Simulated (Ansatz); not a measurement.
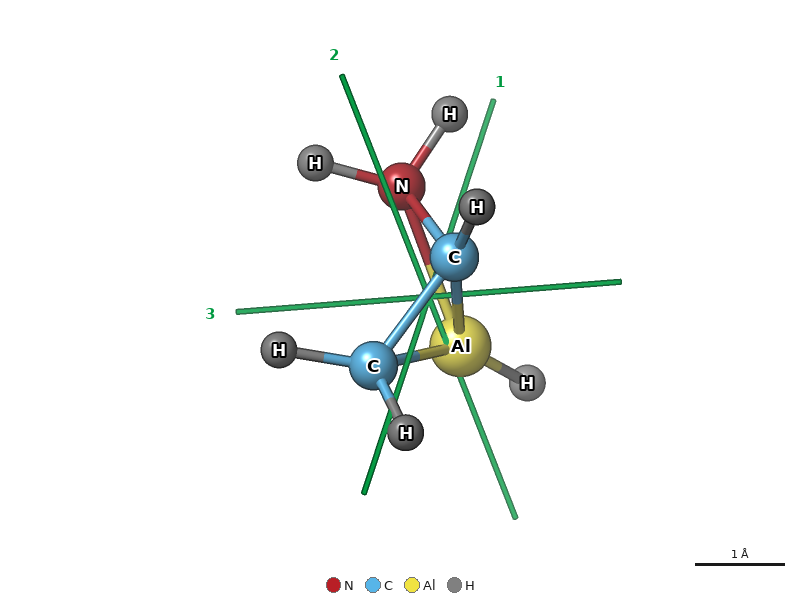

The three principal axes of inertia are drawn and numbered. Atoms fade into the background with distance from the viewer. The geometry was computed by an optimisation with PBE0-D4/def2-TZVP. Masses are those of the most abundant isotopes; constants are for the rigid equilibrium geometry.

Q: Which line is the a axis (least moment of inertia), which b and which c?

A: a is line 2, b is line 1, c is line 3; the moments are 59.5, 66.1, 103 u Å².

Q: Classify the rotor and give the rotational constants (MHz).

A: An asymmetric top (C1): A = 8499, B = 7648, C = 4915 MHz. Ray's parameter κ is 0.52, nearer the oblate limit.
